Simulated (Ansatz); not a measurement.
**B3P: properties of a relaxed candidate**

Aim: for this structure of B3P, see whether it has a gap, which orbitals make up the states near it and how charge is shared.

Program: Ansatz 0.2.0. Level of theory: DFT PBE, scalar-relativistic, plane waves, PAW. These are calculated values, not measurements.

## Step 1: The system as given

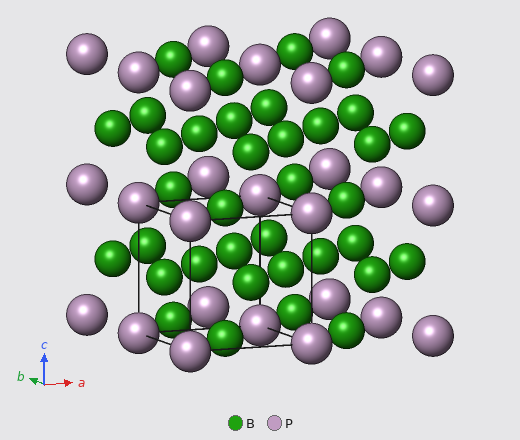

Start, viewed slightly off an axis; boron green, phosphorus pink. 2×2×2 cells are drawn. Atoms on the faces are drawn again on the opposite ones.

Coordinates:

```xyz
4
Lattice="3.1404 0.0000 0.0000 0.0000 3.1404 0.0000 0.0000 0.0000 3.1404" Properties=species:S:1:pos:R:3 pbc="T T T"
B     0.0000    1.5702    1.5702
B     1.5702    0.0000    1.5702
B     1.5702    1.5702    0.0000
P     0.0000    0.0000    0.0000
```

It is the end of an earlier relaxation with the same method, from a database cell with other species swapped in; it needn't be the stable form of this composition. At a tolerance of 0.05 Å it has space group Pm-3m (No. 221); it has 7.74 Å³/atom, an uncorrected energy of +1.66 eV/atom over the elements.

## Step 2: Electronic structure at the relaxed geometry

Contents of input.yaml:

```yaml
crystal:
  lattice:
    - [3.140423857, 0.0, 0.0]
    - [0.0, 3.140423857, 0.0]
    - [0.0, 0.0, 3.140423857]
  atoms:
    - { symbol: B, position: [0.0, 0.5, 0.5] }
    - { symbol: B, position: [0.5, 0.0, 0.5] }
    - { symbol: B, position: [0.5, 0.5, 0.0] }
    - { symbol: P, position: [0.0, 0.0, 0.0] }
basis:
  ecutwfc: 420
kpoints:
  mp_grid: { grid: [14, 14, 14] }
  band_path:
    path:
      - [[0.0, 0.0, 0.0], [0.0, 0.5, 0.0], [0.5, 0.5, 0.0], [0.0, 0.0, 0.0], [0.5, 0.5, 0.5], [0.0, 0.5, 0.0]]
      - [[0.5, 0.5, 0.5], [0.5, 0.5, 0.0]]
    npoints: 14
hamiltonian:
  xc: pbe
scf:
  occupations: { method: gaussian, width: 0.1 }
  n_extra_bands: 10
output:
  forces: true
  stress: true
  eigenvalues: true
  populations: true
  dos: { projected: true, de: 0.02, nscf_kmesh: { grid: [17, 17, 17] } }
  bader: true
```

Launch:

```sh
ansatz run input.yaml --threads 1 --pin off --max-ram 2560MiB --backend cpu --events-out ev --progress --plain --runs-dir out
```

Output:

```text
Warning: RAYON_NUM_THREADS=1 ignored (pool sized by the plan → 1); use --threads N
scf.n_extra_bands = 10 over 7 filled bands (N_el = 14.0): the run solves 17 bands
Engine: ansatz 0.2.0, aarch64-unknown-linux-gnu
Pseudopotentials: kind: paw
Pseudopotential: B, paw, valence charge 3, recommended cutoff 420 eV (normal), B.paw.azcp
Pseudopotential: P, paw, valence charge 5, recommended cutoff 420 eV (normal), P.paw.azcp
Functional definition: PBE
  parameter kappa = 0.804
  parameter beta = 0.06672455060314922
  exchange = pbe_x(kappa = kappa, mu = beta*pi^2/3)
  correlation = pbe_c(beta = beta)
Crystal: 4 atoms, lattice volume = 30.972 Å³
Basis set: ecut = 420 eV, 619 PW (Γ), exchange–correlation on 48×48×48 points (8 copies of the dense FFT grid, shifted against one another)
Bands: 17, of which v1, the nominal top of the filled ones, is band 7 counted from 1 (6 counted from 0)
Symmetry: 48 space group operations
Space group: Pm-3m (ITA 221), of the structure as read, at distance tolerance 3.1e-5 Å
k-points: 120 of 2744
Non-local potential: B, projectors of the file, l = 0: 2, l = 1: 2, l = 2: 1
Non-local potential: P, projectors of the file, l = 0: 2, l = 1: 2, l = 2: 2
PAW form: soft (Blöchl's): semilocal exchange-correlation on the pseudo side does not see the compensation charge
PAW one-centre angular grid: B, 110 points (default); XC on 64 Gauss nodes
PAW one-centre angular grid: P, 110 points (default); XC on 64 Gauss nodes
Initial density: superposition of atomic densities (neutral atoms: chi_scale 0, normalization atom), corrected by the library's trained network
Initial wavefunctions: pseudopotential atomic-orbital guess
Functional: x = pbe(κ = 0.804, μ = 0.2195149727645171), c = pbe(β = 0.06672455060314922)
SCF iter   1: F=—  HF=-1216.785238 eV  |F-HF|=—  |Δ(HF+E_count)|=         —  Δρ=3.72e-3  dr2=4.35e-3  ethr=1.77e-3  ⟨swp⟩=5.1  Hψ=11683  notcnv=0  defer=35
preconditioner: auto → none  [metal: Δε(μ)=0.033 eV  Ē_g=14.279 eV  σ=0.100 eV  W_gap=0.18  n_scr=6 (ndim 8)  ℏωp=25.0 eV  f_vac=0.000  D(μ)=1.31/eV (n_scr^D=6)  sad-step TF]
SCF iter   2: F=—  HF=-1216.784804 eV  |F-HF|=—  |Δ(HF+E_count)|=   4.35e-4  Δρ=2.37e-3  dr2=2.19e-3  ethr=3.11e-5  ⟨swp⟩=1.1  Hψ=3008  notcnv=0  defer=55
SCF iter   3: F=—  HF=-1216.784294 eV  |F-HF|=—  |Δ(HF+E_count)|=   5.09e-4  Δρ=5.94e-4  dr2=1.04e-4  ethr=1.56e-5  ⟨swp⟩=2.7  Hψ=2469  notcnv=0  defer=55
SCF iter   4: F=—  HF=-1216.784260 eV  |F-HF|=—  |Δ(HF+E_count)|=   3.42e-5  Δρ=2.27e-4  dr2=1.06e-5  ethr=7.46e-7  ⟨swp⟩=1.6  Hψ=2169  notcnv=0  defer=55
SCF iter   5: F=—  HF=-1216.784279 eV  |F-HF|=—  |Δ(HF+E_count)|=   1.86e-5  Δρ=7.03e-5  dr2=1.47e-6  ethr=7.60e-8  ⟨swp⟩=2.3  Hψ=2632  notcnv=0  defer=55
SCF iter   6: F=—  HF=-1216.784278 eV  |F-HF|=—  |Δ(HF+E_count)|=   5.26e-7  Δρ=1.98e-5  dr2=1.12e-7  ethr=1.05e-8  ⟨swp⟩=1.8  Hψ=2364  notcnv=0  defer=55
SCF iter   7: F=-1216.784278 eV  HF=-1216.784278 eV  |F-HF|=1.44e-9  |Δ(HF+E_count)|=   4.08e-8  Δρ=3.16e-6  dr2=2.72e-9  ethr=7.14e-10  ⟨swp⟩=7.7  Hψ=7736  notcnv=0
SCF 1 converged in 7 iterations: F = -1216.784278 eV  dr2 = 2.72e-9
NSCF: frozen V_eff on 86 k-points
NSCF: frozen V_eff on 165 k-points
SCF converged after 7 iterations
Free energy (F): -1216.784278 eV
Harris-Foulkes:  -1216.784278 eV  (|F-HF|=1.44e-9)
Internal energy: -1216.777918 eV  (E = F + TS)
E sigma→0 (E₀):  -1216.781098 eV
Entropy (-TS):   -0.006360 eV (-1.590 meV/atom)
Fermi energy:    13.767759 eV
--- Per-component energies (eV) ---
  E_band       = 88.226207
  E_kinetic    = 213.236213
  E_local      = -8.105301  (includes V_loc(G=0)·N_el)
  E_nonlocal   = 68.547971
  E_hartree    = 3.040464
  E_xc         = -158.953853
  E_vxc        = -177.014506  (∫ρ·V_xc dr)
  E_paw        = -803.977617  (= ΣΔE_a)
  E_vpaw       = -14.519017  (= ΣTr[D̂ρ^β])
  E_aug_tail   = -0.000001  (compensation charges beyond the density's cutoff)
  E_ewald      = -530.565794
  E_smearing   = -0.006360  (= −TS)
  E_closure    = -0.000000  (closes the sum)
  Σ components = -1216.784278   (vs F -1216.784278, Δ=0.00e0)
--- Forces (eV/Å), atoms counted from 1 ---
  atom   1  B      0.00000000     0.00000000    -0.00000000
  atom   2  B     -0.00000000    -0.00000000    -0.00000000
  atom   3  B      0.00000000    -0.00000000    -0.00000000
  atom   4  P     -0.00000000     0.00000000     0.00000000
  max |Σ_I F_I| component: 1.61e-30 eV/Å
--- Stress (GPa, compression-positive) ---
        0.021890       0.000000       0.000000
        0.000000       0.021890       0.000000
        0.000000       0.000000       0.021890
  P = ⅓ Tr σ = 0.0219 GPa (0.219 kbar)
--- Band table (eV; the first three rows and the last of 120) ---
  k-point 0: bands = ["-4.8513", "6.6090", "6.6090", "6.6090", "10.3830", "10.9499", "10.9499", "17.7223", "17.7223", "17.7223", "18.3651", "18.3651", "18.3651", "23.5677", "23.5677", "23.5677", "26.6968"]
  k-point 1: bands = ["-4.7862", "5.9661", "6.6799", "6.6799", "10.5771", "10.9866", "11.5701", "17.3608", "17.3608", "17.5638", "18.1512", "18.2433", "18.2433", "23.6272", "24.1412", "24.1412", "26.6653"]
  k-point 2: bands = ["-4.5914", "4.6939", "6.8925", "6.8925", "10.7987", "11.0949", "13.1300", "16.2499", "16.2499", "17.1411", "17.5788", "18.3457", "18.3457", "23.8022", "24.9823", "24.9823", "26.4734"]
  k-point 119: bands = ["3.4675", "3.9062", "3.9062", "3.9062", "5.6368", "7.0719", "7.0719", "7.0719", "23.1881", "23.1881", "23.1881", "23.7999", "23.7999", "25.3646", "25.3646", "25.3646", "29.7717"]
--- Löwdin populations: 4 sites ---
  site symbol       q [e]
     0      B      3.2669
     1      B      3.2669
     2      B      3.2669
     3      P      3.9287
  spilling = 0.019329 (of n_electrons = 14.000000)
--- Bader charges: 4 sites ---
  site symbol  charge [e]  shift [e]
     0      B      0.0560     0.0005
     1      B      0.0560     0.0005
     2      B      0.0560     0.0005
     3      P     -0.1679     0.0016
  estimated error of the sums over rays = 2.3e-4 e
```

It took 29 s on 1 thread of Arm Neoverse V2, shared host; peak memory 0.32 GiB.

By site:

| atom | Löwdin electrons | Bader charge (e) | Bader volume (Å³) |
| --- | --- | --- | --- |
| B1 | 3.27 | +0.06 | 6.8 |
| B2 | 3.27 | +0.06 | 6.8 |
| B3 | 3.27 | +0.06 | 6.8 |
| P4 | 3.93 | -0.17 | 10.7 |

The Löwdin counts miss 0.27 of the 14 electrons, which the atomic orbitals do not span, so they are no charges.

bands.tsv at the labelled points (eV, zero at the Fermi level; the bands nearest the Fermi level):

```
point  band 4  band 5  band 6  band 7  band 8  band 9  band 10  band 11
    Γ   -7.16   -3.38   -2.82   -2.82    3.96    3.96     3.96     4.60
    X   -4.01   -3.37   -3.37   -1.73   -0.43   -0.42     1.05     6.94
    M  -10.66   -0.63   -0.61   -0.61    0.80    0.95     2.77     2.83
    Γ   -7.16   -3.38   -2.82   -2.82    3.96    3.96     3.96     4.60
    R   -9.86   -8.13   -6.70   -6.70   -6.70    9.42     9.42     9.42
    X   -4.01   -3.37   -3.37   -1.73   -0.43   -0.42     1.05     6.94
    R   -9.86   -8.13   -6.70   -6.70   -6.70    9.42     9.42     9.42
    M  -10.66   -0.63   -0.61   -0.61    0.80    0.95     2.77     2.83
```

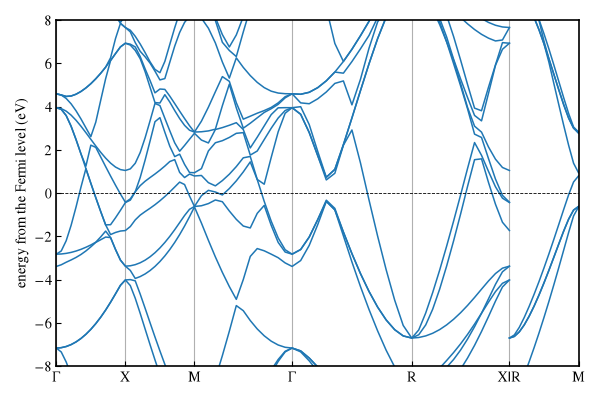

Bands along the path. Deeper bands lie below the window drawn.

States per cell in windows of 1 eV, from dos.tsv and pdos.tsv (zero at the Fermi level):

```
from  to  total  B 2s  B 2p  P 3s  P 3p
  -8  -7   0.90  0.10  0.51  0.06  0.23
  -7  -6   0.92  0.15  0.47  0.06  0.23
  -6  -5   0.91  0.23  0.42  0.06  0.19
  -5  -4   0.95  0.22  0.47  0.05  0.19
  -4  -3   0.88  0.18  0.50  0.04  0.14
  -3  -2   1.04  0.24  0.56  0.07  0.12
  -2  -1   1.09  0.28  0.54  0.11  0.10
  -1   0   1.20  0.28  0.58  0.14  0.12
   0   1   1.16  0.27  0.54  0.12  0.15
   1   2   1.28  0.36  0.56  0.09  0.18
   2   3   1.44  0.38  0.66  0.07  0.22
   3   4   1.62  0.42  0.80  0.06  0.22
   4   5   2.00  0.35  1.14  0.06  0.33
   5   6   1.88  0.28  1.13  0.05  0.30
```

Below -8 eV lie 6 or so more states.

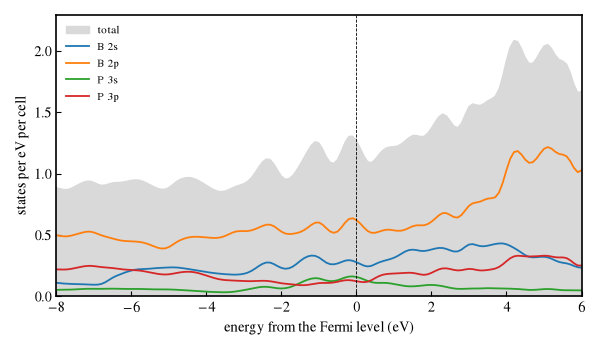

Total and projected density of states, smoothed over about 0.40 eV.

## Step 3: Changing settings: occupations.method cold, occupations.width 0.15, accuracy high, ecutwfc left out

Contents of input.yaml:

```yaml
crystal:
  lattice:
    - [3.140423857, 0.0, 0.0]
    - [0.0, 3.140423857, 0.0]
    - [0.0, 0.0, 3.140423857]
  atoms:
    - { symbol: B, position: [0.0, 0.5, 0.5] }
    - { symbol: B, position: [0.5, 0.0, 0.5] }
    - { symbol: B, position: [0.5, 0.5, 0.0] }
    - { symbol: P, position: [0.0, 0.0, 0.0] }
kpoints:
  mp_grid: { grid: [14, 14, 14] }
hamiltonian:
  xc: pbe
scf:
  occupations: { method: cold, width: 0.15 }
output:
  forces: true
  eigenvalues: true
  stress: true
accuracy: high
```

Launch:

```sh
ansatz run input.yaml --threads 1 --pin off --max-ram 2560MiB --backend cpu --events-out ev --progress --plain --runs-dir out
```

Output (excerpt; [...] marks lines left out):

```text
Warning: RAYON_NUM_THREADS=1 ignored (pool sized by the plan → 1); use --threads N
[...]
[... 4 set-up lines as earlier in the session ...]
[...]
Crystal: 4 atoms, lattice volume = 30.972 Å³
Basis set: ecut = 420 eV, 619 PW (Γ), exchange–correlation on 50×50×50 points (8 copies of the dense FFT grid, shifted against one another)
Bands: 11, of which v1, the nominal top of the filled ones, is band 7 counted from 1 (6 counted from 0)
[... 2 set-up lines as earlier in the session ...]
k-points: 120 of 2744
[...]
SCF iter   1: F=—  HF=-1216.781749 eV  |F-HF|=—  |Δ(HF+E_count)|=         —  Δρ=3.75e-3  dr2=4.66e-3  ethr=1.77e-3  ⟨swp⟩=5.3  Hψ=8582  notcnv=0
[...]
Stability not checked: this state was not tested for a lower state beside it, because cold or Methfessel-Paxton smearing, or corrected tetrahedra, fill the levels in a way that the test cannot read (fill_not_monotonic; see scf.lower_state_search)
Free energy (F): -1216.780897 eV
[...]
E sigma→0 (E₀):  -1216.780576 eV
Entropy (-TS):   -0.000962 eV (-0.241 meV/atom)
Fermi energy:    13.772821 eV
[...]
--- Forces (eV/Å), atoms counted from 1 ---
  atom   1  B      0.00000000     0.00000000    -0.00000000
  atom   2  B      0.00000000     0.00000000    -0.00000000
  atom   3  B      0.00000000    -0.00000000     0.00000000
  atom   4  P     -0.00000000     0.00000000     0.00000000
[...]
--- Stress (GPa, compression-positive) ---
        0.024748       0.000000       0.000000
        0.000000       0.024748       0.000000
        0.000000       0.000000       0.024748
  P = ⅓ Tr σ = 0.0247 GPa (0.247 kbar)
--- Band table (eV; the first three rows and the last of 120) ---
  k-point 0: bands = ["-4.8512", "6.6090", "6.6090", "6.6090", "10.3831", "10.9498", "10.9498", "17.7220", "17.7220", "17.7220", "18.3651"]
[...]
```

Wall time 2.9 s (1 thread of Arm Neoverse V2, shared host); peak memory 0.31 GiB.

| run | ending | energy change | pressure (GPa) | gap (eV) | force (eV/Å) | cycles | time |
| --- | --- | --- | --- | --- | --- | --- | --- |
| step 2 | converged | 0 | 0.0 | 0.00 | 0.00 | 7 | 29 s |
| variant | converged | +0.1 meV/atom (σ→0) | 0.0 | 0.00 | 0.00 | 7 | 2.9 s |

Changing the smearing and accuracy level hardly moves the energy: +0.1 meV/atom.

## Step 4: What came out

| quantity | value |
| --- | --- |
| gap | none (metal) |
| states at the Fermi level | 1.26 per eV per cell |
| Bader charges | B +0.06, P -0.17 e |

In words: It comes out metallic. Of the projected weight within 0.25 eV of the Fermi level, the largest part is B 2p (53 %) and B 2s (24 %). Charge transfer between the atoms is small (Bader charges up to 0.2 e).
